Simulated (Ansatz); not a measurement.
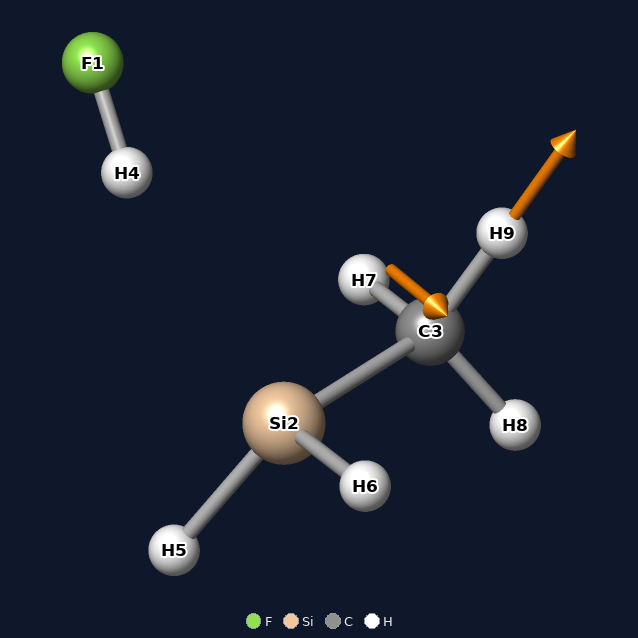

The arrows show one normal mode. Charge 0, doublet. Harmonic vibrations computed with UKS PBE0-D4/def2-TZVP (Ansatz 0.2.0) at a stationary point of the same level.

> What kind of motion is it?

Mostly out-of-phase stretching of 2 C–H bonds.

> Estimate its harmonic wavenumber.

3152 cm⁻¹; it is mode 20 of 21 counted from the lowest.
